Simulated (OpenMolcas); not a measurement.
# TiHCl3O (SMILES Cl[Ti](Cl)(Cl)O): levels of theory compared

We compute a comparison of 6 runs (HF/STO-3G, PBE/def2-SVP, TPSS/def2-SVP, revPBE/def2-SVP, B3LYP/6-31G*, MP2/def2-SVP) of TiHCl3O. 

The results are computed with OpenMolcas 26.06.

1 further run of the same task is left out (it didn't finish).

## Step 1: The molecule

TiHCl3O has 6 atoms, charge 0, and is taken as a singlet. SMILES: `Cl[Ti](Cl)(Cl)O`. The coordinates come from a PBE0-D4/def2-TZVP relaxation.

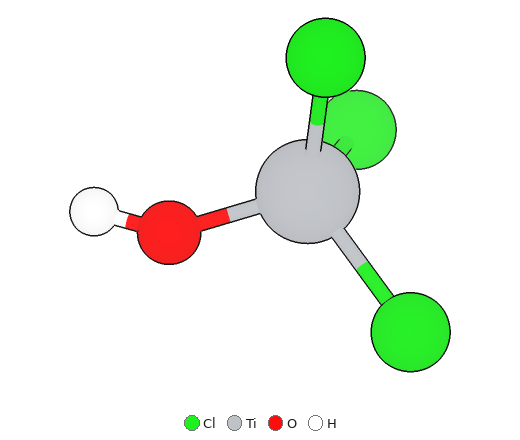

Viewed from a chosen angle; chlorine green, titanium light grey, oxygen red, hydrogen white.

## Step 2: Energy and gradient at HF/STO-3G (run 1)

The input, input.xyz:

```xyz
6

Cl    -1.629250    -0.831330     1.360800
Ti    -0.080580    -0.347470    -0.093680
Cl     1.757320    -1.362960     0.488070
Cl    -0.693400    -0.978720    -2.087950
O      0.191890     1.375840    -0.087440
H      0.454040     2.144630     0.420190
```

The input, job.inp:

```
* Cl3HOTi Hartree-Fock

&GATEWAY
 BasLib=$CurrDir
 Coord=input.xyz
 Basis=STO-3G
 Group=NoSym

&SEWARD

&SCF
 Thresholds=1e-10 1e-07 1e-07 1e-05
 PrOrbitals=1 2

&ALASKA
```

The basis set STO-3G is read from a file made from the Basis Set Exchange's data (not shown).

The run is started by

```bash
$ export MOLCAS_MEM=1860
$ pymolcas job.inp > job.log
```

Output:

```text
--- Start Module: gateway ---
[...]
--- Stop Module: gateway /rc=_RC_ALL_IS_WELL_ ---
[...]
      Basis functions           51
[...]
--- Start Module: scf ---
[...]
       Convergence after  12 Iterations
[...]
::    Total SCF energy                              -2278.3922413988
[...]
      Total spin, S                                     0.0000000000
[...]
      Total electronic charge=   82.000000
      Total            charge=   -0.000000
[...]
      Dipole Moment (debye):
      Origin of the operator (angstrom)=   -0.1184   -0.6090   -0.0814
                   X=  7.7053E-01               Y=  3.5763E+00               Z=  7.4202E-01           Total=  3.7329E+00
      Quadrupole Moment (debye*angstrom):
[...]
--- Stop Module: scf /rc=_RC_ALL_IS_WELL_ ---
[...]
--- Start Module: alaska ---
[...]
 *              Molecular gradients               *
 **************************************************
  Irreducible representation: a
 ------------------------------------------------------------------------------------------
                              X                       Y                       Z
 ------------------------------------------------------------------------------------------
  CL1               2.57524309489199E-03    6.18417003024341E-04   -2.02462390730673E-03
  TI2              -8.65393848012316E-03   -5.61774085951852E-02    4.68125909192263E-04
  CL3              -2.94466817942407E-03    1.49796807816571E-03   -6.18767646532348E-04
  CL4               7.74267495744496E-04    2.97590108839785E-05    2.96493051327928E-03
  O5                1.34661742074145E-02    7.32518676758147E-02    7.12374118893466E-03
  H6               -5.21707813860495E-03   -1.92206031727391E-02   -7.91340605762514E-03
 ------------------------------------------------------------------------------------------
--- Stop Module: alaska /rc=_RC_ALL_IS_WELL_ ---
[...]
```

It took 5.4 s on 1 thread of AMD EPYC 7R43 (Zen 3), shared host; peak memory 0.38 GiB.

## Step 3: Energy and gradient at PBE/def2-SVP (run 2)

The input, job.input:

```
&GATEWAY
  BasLib=$CurrDir
  Coord
  6
  angstrom
  Cl      -1.629250      -0.831330       1.360800
  Ti      -0.080580      -0.347470      -0.093680
  Cl       1.757320      -1.362960       0.488070
  Cl      -0.693400      -0.978720      -2.087950
  O        0.191890       1.375840      -0.087440
  H        0.454040       2.144630       0.420190
  Basis=def2-SVP
  Group=NoSym

&SEWARD
  GridInput
  Grid=UltraFine
  End of Grid

&SCF
  KSDFT=PBE
  Thresholds=1e-10 1e-07 1e-07 1e-05
  PrOrbitals=1 2

&ALASKA
```

The basis set def2-SVP is read from a file made from the Basis Set Exchange's data (not shown).

The run is started by

```bash
$ export MOLCAS_MEM=1860
$ pymolcas job.input > job.log
```

Output:

```text
--- Start Module: gateway ---
[...]
--- Stop Module: gateway /rc=_RC_ALL_IS_WELL_ ---
[...]
      Basis functions          104
[...]
--- Start Module: scf ---
[...]
       Convergence after  19 Iterations
[...]
::    Total KS-DFT energy                           -2304.7079802020
[...]
      Total spin, S                                     0.0000000000
[...]
      Total electronic charge=   82.000000
      Total            charge=   -0.000000
[...]
      Dipole Moment (debye):
      Origin of the operator (angstrom)=   -0.1184   -0.6090   -0.0814
                   X=  6.3708E-01               Y=  2.4809E+00               Z=  8.7919E-01           Total=  2.7081E+00
      Quadrupole Moment (debye*angstrom):
[...]
--- Stop Module: scf /rc=_RC_ALL_IS_WELL_ ---
[...]
--- Start Module: alaska ---
[...]
 *              Molecular gradients               *
 **************************************************
  Irreducible representation: a
 ------------------------------------------------------------------------------------------
                              X                       Y                       Z
 ------------------------------------------------------------------------------------------
  CL1               3.09632223318701E-03    6.92301074392887E-04   -2.99650916364769E-03
  TI2               7.93517079434869E-05    5.85419619006267E-04   -3.56623648642418E-05
  CL3              -3.79950391299388E-03    1.76645860496549E-03   -1.22946670107638E-03
  CL4               1.25813646884332E-03    1.05489575764928E-03    4.19878533128326E-03
  O5                3.63914597894777E-03    8.19793962546811E-03    8.50894510495692E-03
  H6               -4.27345247573463E-03   -1.22970146814882E-02   -8.44609220668957E-03
 ------------------------------------------------------------------------------------------
--- Stop Module: alaska /rc=_RC_ALL_IS_WELL_ ---
[...]
```

Run time: 52 s. Hardware: 1 thread of AMD EPYC 7R43 (Zen 3), shared host; peak memory 0.59 GiB.

Runs 3 to 5 aren't shown in full; the table further down has their settings and results.

## Step 4: A single-point energy at MP2/def2-SVP (run 6)

The input, run.inp:

```
* Cl3HOTi MP2
>>> EXPORT MOLCAS_PRINT=2

&GATEWAY
 BasLib = $CurrDir
 Coord
 6
 angstrom
 Cl      -1.629250      -0.831330       1.360800
 Ti      -0.080580      -0.347470      -0.093680
 Cl       1.757320      -1.362960       0.488070
 Cl      -0.693400      -0.978720      -2.087950
 O        0.191890       1.375840      -0.087440
 H        0.454040       2.144630       0.420190
 Basis = def2-SVP
 Group = NoSym

&SEWARD

&SCF
 Thresholds = 1e-10 1e-07 1e-07 1e-05
 PrOrbitals = 1

&MBPT2
 Frozen = 21
```

The basis set def2-SVP is read from a file made from the Basis Set Exchange's data (not shown).

The run is started by

```bash
$ export MOLCAS_MEM=1860
$ pymolcas run.inp > run.log
```

Output:

```text
--- Start Module: gateway ---
[...]
--- Stop Module: gateway /rc=_RC_ALL_IS_WELL_ ---
[...]
      Basis functions          104
[...]
--- Start Module: scf ---
[...]
       Convergence after  15 Iterations
[...]
::    Total SCF energy                              -2301.9749820556
[...]
      Total spin, S                                     0.0000000000
[...]
      Total electronic charge=   82.000000
      Total            charge=   -0.000000
[...]
      Dipole Moment (debye):
      Origin of the operator (angstrom)=   -0.1184   -0.6090   -0.0814
                   X=  6.6138E-01               Y=  2.5016E+00               Z=  9.5599E-01           Total=  2.7585E+00
      Quadrupole Moment (debye*angstrom):
[...]
--- Stop Module: scf /rc=_RC_ALL_IS_WELL_ ---
[...]
--- Start Module: mbpt2 ---
[...]
WARNING!
Default frozen orbitals as non valence orbitals is overwritten by user input.
Default values:  22
[...]
       Reference weight ( Cref**2 )         =        0.75238
::    Total MBPT2 energy                            -2302.8849742557
[...]
      Total MBPT2 calculations                           0.94      1.16
--- Stop Module: mbpt2 /rc=_RC_ALL_IS_WELL_ ---
[...]
```

It took 23 s on 1 thread of AMD EPYC 7R43 (Zen 3), shared host; peak memory 0.59 GiB.

## Step 5: The series

```csv
run,level,integration grid,Cartesian functions,energy (Eh),dipole moment (D) of the reference,HOMO energy (eV),LUMO energy (eV),wall time
1,HF/STO-3G,–,no,-2278.392241,3.73,-10.84,5.48,5.4 s
2,PBE/def2-SVP,UltraFine,no,-2304.707980,2.71,-7.64,-3.90,52 s
3,TPSS/def2-SVP,UltraFine,no,-2305.681400,2.79,-7.85,-3.99,73 s
4,revPBE/def2-SVP,UltraFine,no,-2305.188188,2.73,-7.63,-3.88,47 s
5,B3LYP/6-31G* (Cartesian functions),UltraFine,yes,-2306.094452,2.97,-8.96,-3.53,75 s
6,MP2/def2-SVP,–,no,-2302.884974,2.76,-12.41,0.43,23 s
```

## Step 6: Results

```
                                           quantity           value
                                run 6: total energy  -2302.88497 Eh
          run 6: dipole moment (mean-field density)          2.76 D
         run 6: HOMO energy (Hartree–Fock orbitals)       -12.41 eV
         run 6: LUMO energy (Hartree–Fock orbitals)         0.43 eV
       run 6: HOMO–LUMO gap (Hartree–Fock orbitals)        12.84 eV
run 6: correlation energy (21 core orbitals frozen)      -910.0 mEh
```

**Reading.** Over runs 1, 2, 3, 4, 5 the dipole moment (its size) runs from 2.71 D (PBE/def2-SVP) to 3.73 D (HF/STO-3G). The two ends differ in method and basis. Over runs 1, 2, 3, 4, 5 the HOMO–LUMO gap runs from 3.74 eV (PBE/def2-SVP) to 16.31 eV (HF/STO-3G). Totals of different functionals can't be ranked against each other. In run 1 the basis is minimal, so the values are rough. All runs together took 4.6 min, the longest 75 s.
